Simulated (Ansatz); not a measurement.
# Nb: pressure series

The parent structure is Nb in the bcc (W type) structure (space group Im-3m, No. 229; a = 3.310 Å).

Cell and atoms are relaxed at each pressure.

All numbers come from PBE (Ansatz, an electronic-structure program; PAW; 420 eV plane waves; no spin-orbit coupling).

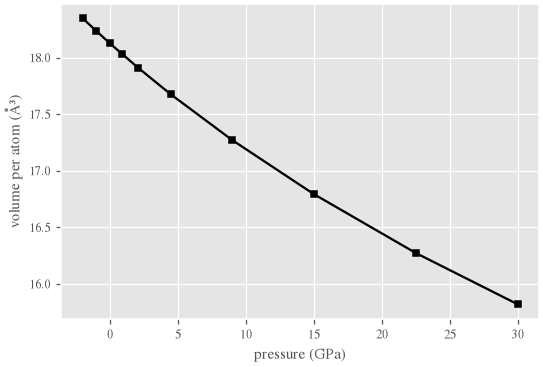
Fig. 1. Volume per atom against pressure

**Question.** From the plot, what is the volume per atom for pressure −1 GPa?

**Answer.** About 18.2 Å³.

**Question.** Is the trend monotonic over the range shown?

**Answer.** Yes, it falls throughout, spanning 15.82 Å³ to 18.35 Å³.

Load acts through the strain it causes; cell and atoms are relaxed under it. No phonon test of stability was made. Competing high-pressure phases were not computed. All final runs are without spin polarisation.
